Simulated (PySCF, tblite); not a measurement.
# C7H11ClOSi: geometry, infrared bands and NMR shifts

Aim: predict the infrared bands and NMR shifts of C7H11ClOSi (`C=CCC(=O)/C(Cl)=C\[SiH2]C`).

The runs use tblite 0.8.0 and PySCF 2.14.0, with density-fitted response routines of our own; the level of theory stands in each step. All values are computed, except where a source is named. Atoms are numbered from 0 throughout.

## Step 1: The starting structure

21 atoms, charge 0, multiplicity 1; geometry from: force field or distance geometry start.

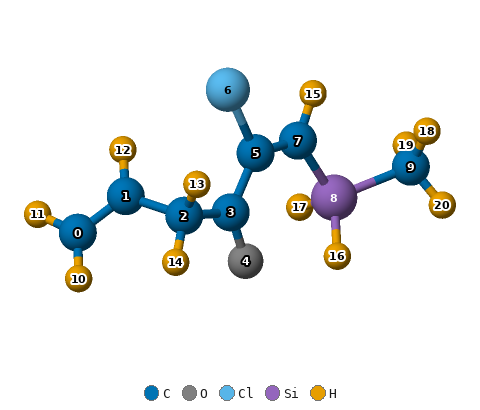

The starting geometry (carbon blue, oxygen grey, chlorine blue, silicon purple, hydrogen amber), atoms numbered; sticks join atoms by distance.

## Step 2: Geometry optimisation with GFN2-xTB

Job settings and geometry (Å):

```
{"job": {"kind": "relax", "xc": "GFN2-xTB", "basis": "xTB"}, "charge": 0, "multiplicity": 1}
C     -3.966600     0.142900    -0.781500
C     -2.881900     0.550400    -0.129900
C     -2.108600    -0.360900     0.801500
C     -0.763500    -0.444900     0.202600
O     -0.501700    -1.466900    -0.463900
C      0.135400     0.646700     0.477600
Cl    -0.449100     1.999700     1.468400
C      1.379300     0.751300     0.058100
Si     2.229100    -0.502700    -0.984000
C      4.050800    -0.327400    -0.621000
H     -4.350000    -0.875900    -0.659700
H     -4.459800     0.874600    -1.420900
H     -2.537500     1.591900    -0.258700
H     -2.038500     0.065400     1.839300
H     -2.668900    -1.323700     0.827300
H      1.958300     1.633200     0.339400
H      1.737100    -1.831900    -0.714600
H      2.009400    -0.264400    -2.433200
H      4.275200     0.186900     0.322400
H      4.476800     0.308800    -1.449300
H      4.465700    -1.336200    -0.597100
```

The run is started by

```sh
OMP_NUM_THREADS=1 python probes_run.py task.json out
```

One launch serves the whole session: the jobs run in the order shown.

The program printed:

```text
step      E/eV     max force
  0    -839.49977    3.177
  1    -839.68457    3.151
  2    -839.79216    0.717
  3    -839.83510    0.745
  4    -839.89706    0.478
  5    -839.92543    0.406
  6    -839.95383    0.467
  7    -839.96880    0.438
  8    -839.98097    0.236
  9    -839.99507    0.253
 10    -840.00677    0.314
 11    -840.01491    0.218
 12    -840.01984    0.148
 13    -840.02430    0.168
 14    -840.02941    0.215
 15    -840.03407    0.189
 16    -840.03806    0.130
 17    -840.04211    0.140
 18    -840.04660    0.202
 19    -840.05117    0.195
 20    -840.05559    0.179
 21    -840.06015    0.150
 22    -840.06555    0.181
 23    -840.07242    0.259
 24    -840.08110    0.263
 25    -840.09178    0.252
 26    -840.10383    0.251
 27    -840.11497    0.212
 28    -840.12340    0.216
 29    -840.12930    0.162
 30    -840.13394    0.158
 31    -840.13837    0.163
 32    -840.14222    0.142
 33    -840.14536    0.131
 34    -840.14829    0.129
 35    -840.15151    0.155
 36    -840.15459    0.159
 37    -840.15688    0.109
 38    -840.15845    0.094
 39    -840.15988    0.088
 40    -840.16124    0.099
 41    -840.16287    0.114
 42    -840.16426    0.096
 43    -840.16558    0.088
 44    -840.16690    0.106
 45    -840.16826    0.088
 46    -840.16958    0.067
 47    -840.17092    0.076
 48    -840.17254    0.117
 49    -840.17441    0.131
 50    -840.17599    0.090
 51    -840.17705    0.062
 52    -840.17780    0.061
 53    -840.17848    0.062
 54    -840.17923    0.060
 55    -840.17996    0.076
 56    -840.18061    0.059
 57    -840.18122    0.056
 58    -840.18184    0.050
 59    -840.18249    0.067
 60    -840.18313    0.078
 61    -840.18371    0.061
 62    -840.18427    0.052
 63    -840.18493    0.058
 64    -840.18556    0.061
 65    -840.18618    0.053
 66    -840.18668    0.045
 67    -840.18713    0.048
 68    -840.18759    0.049
 69    -840.18816    0.051
 70    -840.18877    0.057
 71    -840.18936    0.064
 72    -840.19002    0.054
 73    -840.19080    0.065
 74    -840.19162    0.066
 75    -840.19229    0.065
 76    -840.19276    0.098
 77    -840.19333    0.069
 78    -840.19409    0.055
 79    -840.19467    0.056
 80    -840.19526    0.061
 81    -840.19575    0.056
 82    -840.19638    0.053
 83    -840.19690    0.061
 84    -840.19731    0.060
 85    -840.19770    0.058
 86    -840.19820    0.056
 87    -840.19874    0.047
 88    -840.19910    0.035
 89    -840.19932    0.054
 90    -840.19950    0.049
 91    -840.19972    0.035
 92    -840.20000    0.029
 93    -840.20019    0.034
 94    -840.20045    0.038
 95    -840.20067    0.032
 96    -840.20086    0.030
 97    -840.20101    0.024
 98    -840.20115    0.028
 99    -840.20130    0.025
100    -840.20144    0.030
101    -840.20157    0.025
102    -840.20170    0.032
103    -840.20183    0.032
104    -840.20196    0.025
105    -840.20207    0.029
106    -840.20218    0.030
107    -840.20235    0.037
108    -840.20259    0.033
109    -840.20286    0.038
110    -840.20309    0.041
111    -840.20330    0.039
112    -840.20353    0.037
113    -840.20377    0.045
114    -840.20398    0.032
115    -840.20417    0.031
116    -840.20439    0.034
117    -840.20470    0.040
118    -840.20504    0.034
119    -840.20530    0.035
120    -840.20548    0.031
121    -840.20564    0.032
122    -840.20586    0.030
123    -840.20612    0.031
124    -840.20635    0.031
125    -840.20651    0.028
126    -840.20666    0.028
127    -840.20681    0.032
128    -840.20698    0.030
129    -840.20713    0.024
130    -840.20725    0.025
131    -840.20739    0.026
132    -840.20759    0.034
133    -840.20781    0.035
134    -840.20801    0.026
135    -840.20818    0.023
136    -840.20830    0.021
137    -840.20840    0.018
138    -840.20848    0.016
139    -840.20855    0.018
140    -840.20863    0.015
141    -840.20868    0.012
142    -840.20871    0.013
143    -840.20873    0.012
144    -840.20875    0.011
145    -840.20879    0.011
146    -840.20883    0.012
147    -840.20886    0.013
148    -840.20888    0.014
149    -840.20891    0.013
150    -840.20894    0.014
151    -840.20897    0.013
152    -840.20901    0.012
153    -840.20906    0.014
154    -840.20910    0.015
155    -840.20916    0.020
156    -840.20922    0.019
157    -840.20926    0.010
158    -840.20929    0.009
```

Wall time 2.8 s (1 thread of Arm Neoverse N1, shared host); peak memory 0.18 GiB.

Relaxation path: (not every step is listed)

| step | energy from step 0 (eV) | largest force (eV/Å) |
| --- | --- | --- |
| 0 | 0.0000 | 3.1769 |
| 1 | -0.1848 | 3.1512 |
| 2 | -0.2924 | 0.7173 |
| 3 | -0.3353 | 0.7451 |
| 4 | -0.3973 | 0.4784 |
| 5 | -0.4257 | 0.4059 |
| 6 | -0.4541 | 0.4668 |
| 7 | -0.4690 | 0.4385 |
| 8 | -0.4812 | 0.2364 |
| 22 | -0.5658 | 0.1812 |
| 36 | -0.6548 | 0.1591 |
| 50 | -0.6762 | 0.0904 |
| 64 | -0.6858 | 0.0611 |
| 78 | -0.6943 | 0.0550 |
| 92 | -0.7002 | 0.0295 |
| 106 | -0.7024 | 0.0303 |
| 120 | -0.7057 | 0.0308 |
| 134 | -0.7082 | 0.0257 |
| 148 | -0.7091 | 0.0144 |
| 153 | -0.7093 | 0.0137 |
| 154 | -0.7093 | 0.0146 |
| 155 | -0.7094 | 0.0202 |
| 156 | -0.7094 | 0.0191 |
| 157 | -0.7095 | 0.0102 |
| 158 | -0.7095 | 0.0095 |

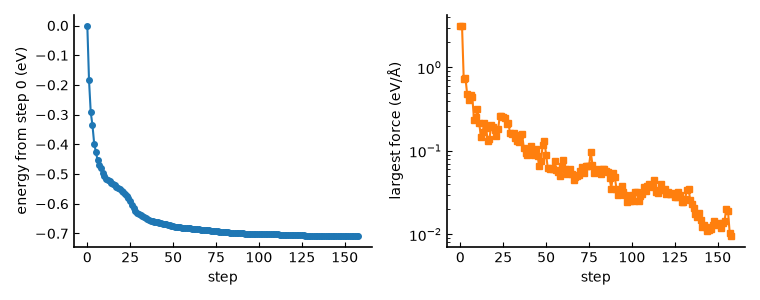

Energy and force, step by step.

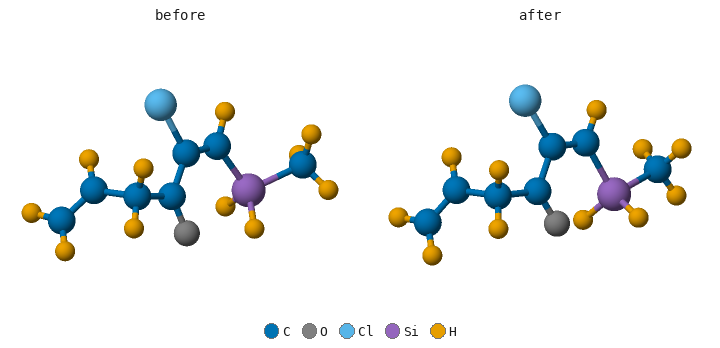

Before and after, at one scale.

Distances of close pairs at the start and the end, largest changes first:

| bond | before (Å) | after (Å) | change (Å) |
| --- | --- | --- | --- |
| C7–Si8 | 1.839 | 1.898 | +0.060 |
| Si8–C9 | 1.866 | 1.909 | +0.043 |
| C9–H19 | 1.128 | 1.087 | -0.041 |
| C5–Cl6 | 1.776 | 1.742 | -0.034 |
| C2–H13 | 1.124 | 1.091 | -0.033 |
| C2–C3 | 1.475 | 1.507 | +0.032 |
| C3–O4 | 1.248 | 1.216 | -0.031 |
| C3–C5 | 1.441 | 1.467 | +0.027 |

The next job starts from the end point, and lists it.

## Step 3: Vibrational analysis with GFN2-xTB

Job settings and geometry (Å):

```
{"job": {"kind": "ir", "xc": "GFN2-xTB", "basis": "xTB"}, "charge": 0, "multiplicity": 1}
C     -3.771511     0.173056    -1.075302
C     -2.874049     0.598079    -0.207351
C     -2.179468    -0.300927     0.778900
C     -0.724882    -0.370436     0.392985
O     -0.273291    -1.301288    -0.246815
C      0.168143     0.735988     0.755397
Cl    -0.482503     2.035969     1.715826
C      1.435402     0.709303     0.353474
Si     2.085718    -0.743018    -0.681872
C      3.904248    -0.250706    -0.989018
H     -4.070787    -0.860838    -1.123370
H     -4.250653     0.842775    -1.768481
H     -2.581413     1.638292    -0.174964
H     -2.279885     0.108274     1.785571
H     -2.603815    -1.304184     0.732228
H      2.093004     1.522171     0.620609
H      2.110423    -1.970443     0.112435
H      1.425349    -0.780300    -1.986010
H      4.464827    -0.159823    -0.062636
H      3.991290     0.695469    -1.515968
H      4.404933    -1.000470    -1.592983
```

The program printed:

```text
mode    cm-1     km/mol
  1      31.8      0.63
  2      56.9      0.40
  3      69.3      0.15
  4     120.4      2.24
  5     123.3      9.75
  6     142.6      0.67
  7     161.4      9.18
  8     171.0     11.49
  9     204.7      3.42
 10     242.8      1.13
 11     307.8      4.36
 12     352.5      0.49
 13     393.7      0.93
 14     451.2      2.92
 15     458.3     46.93
 16     470.8     29.16
 17     592.0     10.33
 18     654.3    156.12
 19     672.9      9.13
 20     700.7      5.93
 21     726.5     47.85
 22     735.7     43.93
 23     764.2    110.41
 24     772.0    129.13
 25     833.0     49.00
 26     837.4     57.86
 27     841.5    263.72
 28     895.4     17.30
 29     915.1     21.16
 30     948.8      6.89
 31     953.1     14.37
 32    1019.1     12.33
 33    1068.0     42.23
 34    1155.1     14.82
 35    1167.1     35.46
 36    1240.7     76.81
 37    1259.9    203.37
 38    1289.2      0.43
 39    1383.0     13.39
 40    1405.1      3.89
 41    1435.8     16.15
 42    1496.6      0.00
 43    1504.5      0.17
 44    1584.3    148.30
 45    1681.9     86.95
 46    1711.8     16.49
 47    2250.3     95.22
 48    2265.9    359.25
 49    2979.9     10.63
 50    3009.6     11.62
 51    3033.2     38.68
 52    3034.7     23.40
 53    3054.3     30.40
 54    3073.3     23.59
 55    3085.1     11.71
 56    3104.4     15.99
 57    3132.7     34.01
```

Wall time 2 s (1 thread of Arm Neoverse N1, shared host); peak memory 0.18 GiB.

The strongest bands and the atoms that carry them (share of the mass-weighted mode):

| cm⁻¹ | km/mol | atoms |
| --- | --- | --- |
| 654 | 156.1 | H16 44 %, H17 42 % |
| 764 | 110.4 | C7 15 %, C5 12 %, C2 11 % |
| 772 | 129.1 | H16 33 %, H17 31 %, C7 15 % |
| 842 | 263.7 | H20 29 %, C9 12 %, H19 11 %, Si8 11 % |
| 1260 | 203.4 | C3 29 %, H15 21 %, C5 21 %, H14 11 % |
| 1584 | 148.3 | C5 50 %, C7 44 % |
| 2250 | 95.2 | H17 52 %, H16 46 % |
| 2266 | 359.2 | H16 51 %, H17 45 % |

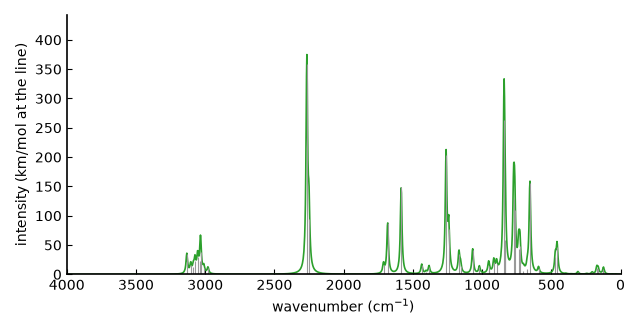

The infrared spectrum from these modes, unscaled. Lines are broadened to a width of 14 cm⁻¹ (Lorentzian).

## Step 4: Nuclear shieldings: PBE0/pcSseg-1

Settings changed since step 3:

```diff
@@ -1,2 +1,2 @@
-{"job": {"kind": "ir", "xc": "GFN2-xTB", "basis": "xTB"}, "charge": 0, "multiplicity": 1}
+{"job": {"kind": "nmr", "xc": "PBE0", "basis": "pcSseg-1"}, "charge": 0, "multiplicity": 1}
 C     -3.771511     0.173056    -1.075302
```

Level: GIAO PBE0/pcSseg-1 NMR shielding, non-relativistic, gas phase.

The program printed:

```text
coarse grid: 18760 points
cycle   1  E = -1097.2576766727  dE =  1.321e+00  |g| = 8.636e-01  |ddm| = 4.260e+00
cycle   2  E = -1096.7879840189  dE =  4.697e-01  |g| = 1.773e+00  |ddm| = 2.494e+00
cycle   3  E = -1097.4035950397  dE = -6.156e-01  |g| = 2.312e-01  |ddm| = 1.981e+00
cycle   4  E = -1097.4153319338  dE = -1.174e-02  |g| = 7.169e-02  |ddm| = 2.598e-01
cycle   5  E = -1097.4162927072  dE = -9.608e-04  |g| = 3.027e-02  |ddm| = 8.647e-02
cycle   6  E = -1097.4165194126  dE = -2.267e-04  |g| = 8.530e-03  |ddm| = 3.608e-02
cycle   7  E = -1097.4165358023  dE = -1.639e-05  |g| = 2.225e-03  |ddm| = 8.053e-03
cycle   8  E = -1097.4165367669  dE = -9.645e-07  |g| = 8.286e-04  |ddm| = 2.227e-03
final grid: 172432 points
cycle   9  E = -1097.4851979277  dE = -3.281e-05  |g| = 1.296e-02  |ddm| = 3.741e-02
cycle  10  E = -1097.4851153158  dE =  8.261e-05  |g| = 2.427e-02  |ddm| = 2.979e-02
cycle  11  E = -1097.4852310627  dE = -1.157e-04  |g| = 3.193e-03  |ddm| = 2.174e-02
cycle  12  E = -1097.4852331239  dE = -2.061e-06  |g| = 4.464e-04  |ddm| = 2.821e-03
cycle  13  E = -1097.4852331597  dE = -3.577e-08  |g| = 2.293e-04  |ddm| = 6.190e-04
cycle  14  E = -1097.4852331728  dE = -1.318e-08  |g| = 5.462e-05  |ddm| = 2.543e-04
cycle  15  E = -1097.4852331735  dE = -6.617e-10  |g| = 1.627e-05  |ddm| = 6.088e-05
converged SCF energy = -1097.4852331735

GIAO shielding tensors (ppm)
atom      isotropic    diamagn.    paramagn.     s11        s22        s33       span
  0 C       59.489     250.954    -191.465    -53.521     74.723    157.267    210.788
  1 C       48.987     257.316    -208.329    -71.813     59.669    159.105    230.917
  2 C      136.012     251.683    -115.672    111.495    143.415    153.124     41.629
  3 C      -13.893     251.752    -265.645    -99.774    -33.588     91.683    191.457
  4 O     -267.793     407.320    -675.113   -768.766   -348.612    314.001   1082.767
  5 C       39.664     261.474    -221.810    -71.629     94.981     95.639    167.268
  6 Cl     697.440    1148.821    -451.380    475.330    628.067    988.924    513.594
  7 C       21.104     259.490    -238.386    -90.189     -1.432    154.932    245.122
  8 Si     405.995     880.044    -474.049    385.920    410.259    421.805     35.885
  9 C      187.114     252.684     -65.569    180.799    188.570    191.974     11.174
 10 H       26.049      29.939      -3.890     22.355     25.516     30.274      7.919
 11 H       26.190      27.910      -1.720     23.106     25.108     30.355      7.249
 12 H       25.319      31.569      -6.250     21.672     23.246     31.038      9.366
 13 H       27.333      31.142      -3.809     23.153     28.572     30.274      7.121
 14 H       28.645      32.222      -3.578     25.946     27.872     32.115      6.169
 15 H       24.272      33.641      -9.369     19.429     22.891     30.495     11.066
 16 H       26.984      30.513      -3.528     22.714     27.255     30.985      8.271
 17 H       27.056      30.927      -3.871     22.782     27.578     30.807      8.025
 18 H       31.626      29.615       2.011     27.700     29.297     37.882     10.182
 19 H       31.653      30.479       1.174     27.680     29.434     37.845     10.164
 20 H       31.723      27.642       4.081     27.250     28.850     39.068     11.818
```

Wall time 1.9 min (1 thread of Arm Neoverse N1, shared host); peak memory 1.1 GiB.

The references, computed at this level on geometries of the same kind, shield at (ppm): 1H TMS 31.72, 13C TMS 186.9, 29Si TMS 349.2, 17O H2O 336.1, 35Cl HCl 950. Their shielding less the atom's gives the shift. The references are single molecules in the gas phase, so shifts against H2O, NH3, PH3, H3PO4 or CFCl3 are not on the usual liquid scales and can be off by tens of ppm. Atoms listed in one row are averaged.

| atoms | environment | σ (ppm) | δ (ppm) | δ scaled to CDCl3 |
| --- | --- | --- | --- | --- |
| C3 | ketone carbonyl carbon | -13.9 | 200.8 | 194.1 |
| C7 | β carbon of a C=C–C=O unit | 21.1 | 165.8 | 159.9 |
| C5 | α carbon of a C=C–C=O unit | 39.7 | 147.3 | 141.8 |
| C1 | alkene CH | 49.0 | 137.9 | 132.7 |
| C0 | terminal =CH2 carbon | 59.5 | 127.4 | 122.5 |
| C2 | sp3 CH2 α to a carbonyl | 136.0 | 50.9 | 47.8 |
| C9 | methyl carbon bonded to Si | 187.1 | -0.2 | -2.1 |
| H15 | hydrogen on a β carbon of a C=C–C=O unit | 24.27 | 7.45 | 7.12 |
| H12 | hydrogen on an alkene CH | 25.32 | 6.40 | 6.14 |
| H10 | hydrogen on a terminal =CH2 carbon | 26.05 | 5.67 | 5.45 |
| H11 | hydrogen on a terminal =CH2 carbon | 26.19 | 5.53 | 5.32 |
| H16, H17 | hydrogen on a silicon bonded to 2 C | 27.02 | 4.70 | – |
| H13, H14 | hydrogen on an sp3 CH2 α to a carbonyl | 27.99 | 3.73 | 3.62 |
| H18, H19, H20 | hydrogen on a methyl carbon bonded to Si | 31.67 | 0.05 | 0.15 |
| O4 | ketone oxygen | -267.8 | 603.9 | – |
| Cl6 | chlorine bonded to C | 697 | 252 | – |
| Si8 | silicon bonded to 2 C, 2 H | 406.0 | -56.8 | – |

The scaled column applies a straight-line fit of computed shieldings to shifts measured in CDCl3, with any fitted terms for Cl, Br or S neighbours (root-mean-square error 0.16 ppm for H, 1.9 ppm for C).

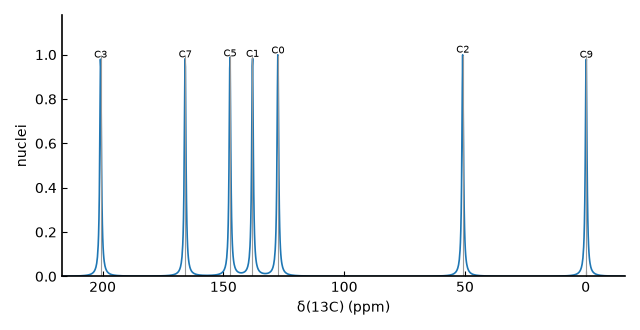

13C lines at the computed shifts, without couplings. Lines are broadened to a width of 0.80 ppm (Lorentzian).

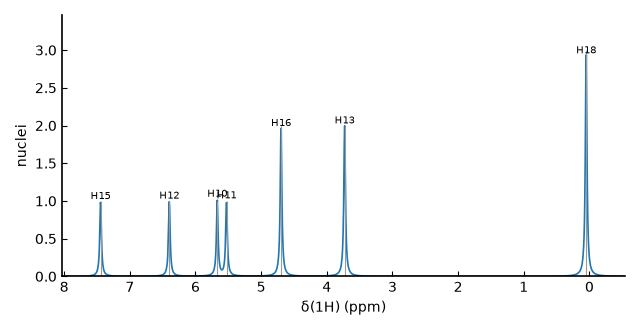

1H lines at the computed shifts, without couplings. Lines are broadened to a width of 0.03 ppm (Lorentzian).

The run also stored atomic charges by several schemes (e):

| atoms | Mulliken | IAO | Hirshfeld | ESP fit |
| --- | --- | --- | --- | --- |
| C0 | -0.12 | -0.31 | -0.09 | -0.53 |
| C1 | -0.25 | -0.13 | -0.04 | 0.06 |
| C2 | -0.16 | -0.31 | -0.08 | -0.33 |
| C3 | 0.33 | 0.37 | 0.16 | 0.72 |
| O4 | -0.40 | -0.39 | -0.16 | -0.52 |
| C5 | -0.22 | -0.07 | 0.00 | -0.29 |
| Cl6 | -0.08 | -0.04 | 0.00 | -0.04 |
| C7 | -0.24 | -0.36 | -0.11 | -0.20 |
| Si8 | 0.74 | 0.79 | 0.32 | 0.70 |
| C9 | -0.65 | -0.74 | -0.23 | -0.84 |

ESP fit charges:

C0 -0.53; C1 0.06; C2 -0.33; C3 0.72; O4 -0.52; C5 -0.29; Cl6 -0.04; C7 -0.20; Si8 0.70; C9 -0.84; H10 0.22; H11 0.20; H12 0.09; H13 0.11; H14 0.13; H15 0.18; H16 -0.12; H17 -0.11; H18 0.19; H19 0.19; H20 0.20

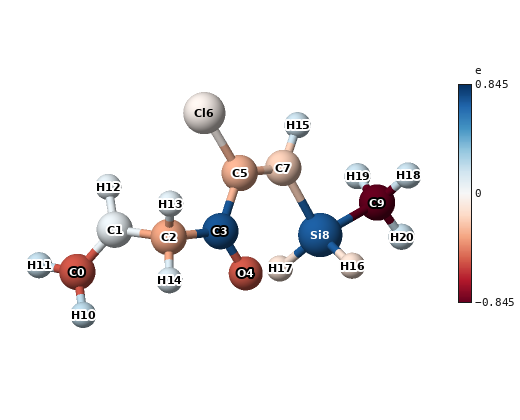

ESP fit charges, as colours on the atoms.

Mayer bond orders: C0–C1 2.00, C1–C2 1.00, C2–C3 1.00, C3–O4 1.85, C3–C5 0.93, C5–Cl6 1.05, C5–C7 1.79, C7–Si8 0.80, Si8–C9 0.90.

The fields below are evaluated on a grid from the run's orbitals.

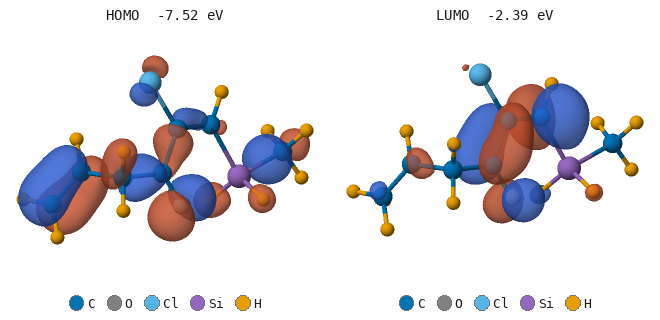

Frontier orbitals at PBE0/pcSseg-1; each surface holds 70 % of the orbital's density, blue and red mark the sign.

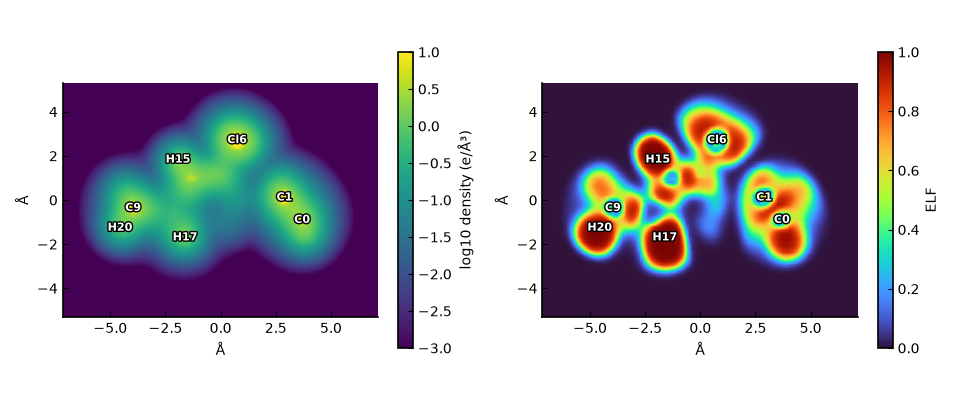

Density (left) and ELF (right) in a plane through or near 7 of the atoms.

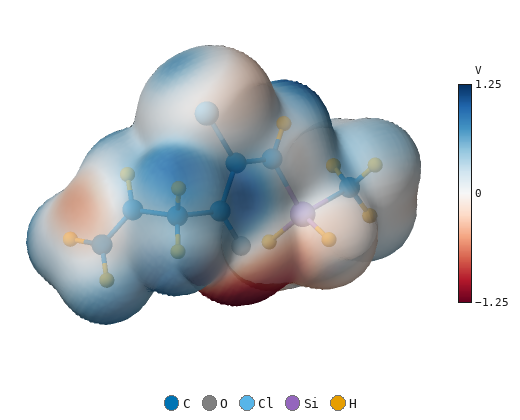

Electrostatic potential on the surface of density 0.002 e/bohr³; red is low, blue high. It runs from -1.25 V near O4 to 1.04 V near H15.

## Step 5: Summary of results

| quantity | value |
| --- | --- |
| strongest single infrared mode (GFN2-xTB) | 2266 cm⁻¹, 359 km/mol |
| zero-point energy (GFN2-xTB) | 97.2 kcal/mol |
| 13C shifts against TMS (PBE0/pcSseg-1) | 200.8, 165.8, 147.3, 137.9, 127.4, 50.9, -0.2 ppm |
| 1H shifts against TMS (PBE0/pcSseg-1, means over atoms taken as alike) | 7.45, 6.40, 5.67, 5.53, 4.70, 3.73, 0.05 ppm |
| 17O shifts against H2O (PBE0/pcSseg-1) | 603.9 ppm |
| 35Cl shifts against HCl (PBE0/pcSseg-1) | 252 ppm |
| 29Si shifts against TMS (PBE0/pcSseg-1) | -56.8 ppm |
| surface potential, least and greatest | -1.25 V and 1.04 V |

In words: The optimisation took 158 steps and gained 0.710 eV; among the close pairs (by a distance rule), C7–Si8 changed most, from 1.839 to 1.898 Å. No mode is imaginary among the 57: a minimum at this level. The strongest single mode, at 2266 cm⁻¹, moves mainly H16 and H17. GFN2-xTB is a fitted tight-binding method: band positions and strengths are rough. Its intensities can rank the bands wrongly. C3 (ketone carbonyl carbon) lies farthest downfield among carbon, at 200.8 ppm; the double bond to the heteroatom, with no lone-pair donor beside it, deshields it most. H15 (hydrogen on a β carbon of a C=C–C=O unit) lies farthest downfield among hydrogen, at 7.45 ppm; attached to an sp2 carbon and in the plane of the double bond. At PBE0/pcSseg-1: The largest span, 1083 ppm, is at O4, where the paramagnetic term is -675 ppm. At PBE0/pcSseg-1, counted by nearest atom on the grid, the HOMO lies on O4 26 %; C0 16 %, the LUMO on C3, C7 about 24 % each; O4 17 %.
